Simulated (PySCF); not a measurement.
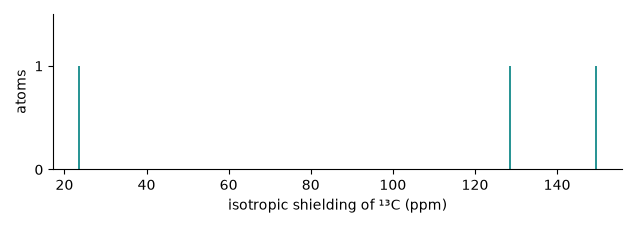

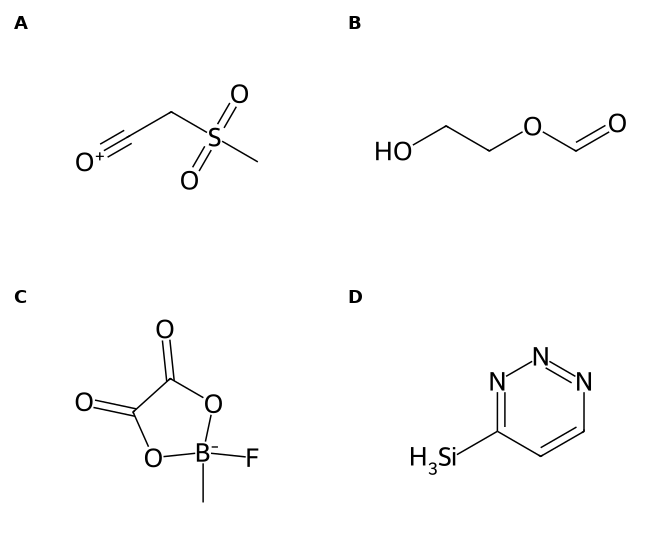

The sticks are computed shieldings of one of the molecules, for one fixed geometry (GFN2-xTB) without averaging over rotations. Low shielding means a high chemical shift. Method: GIAO PBE0/pcSseg-1 NMR shielding, non-relativistic, gas phase (PySCF 2.14.0).

Which molecule gives this pattern?

A, `CS(=O)(=O)CC#[O+]`. Its 3 C atoms give lines at 23.6, 128.5, 149.4 ppm.

The geometry is semi-empirical. Around B, Si such bond lengths and angles can be off by a tenth of an ångström or more and by several degrees, and values that hang on the shape move with them.
